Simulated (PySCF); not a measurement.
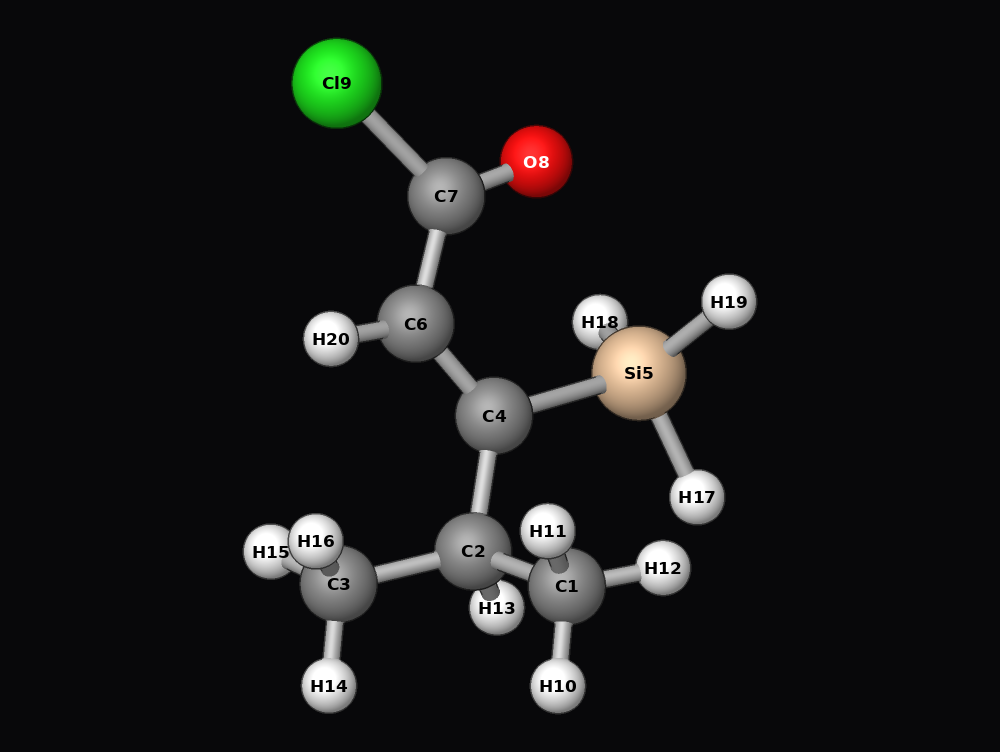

The geometry was computed by an optimisation with GFN2-xTB. No frequency run is at hand to confirm it as a minimum. Level of theory: GIAO PBE0/pcSseg-1 NMR shielding, non-relativistic, gas phase (PySCF 2.14.0). Principal shieldings σ11 ≤ σ22 ≤ σ33, span Ω = σ33 − σ11, skew κ = 3(σiso − σ22)/Ω.

Give the shielding tensors of the Si atoms.

```csv
atom,σ11,σ22,σ33,σiso,Ω,κ
Si5,377.1,413.2,468.0,419.4,90.8,0.21
```

Shieldings and span in ppm.

The geometry is semi-empirical. Around Si such bond lengths and angles can be off by a tenth of an ångström or more and by several degrees, and values that hang on the shape move with them.
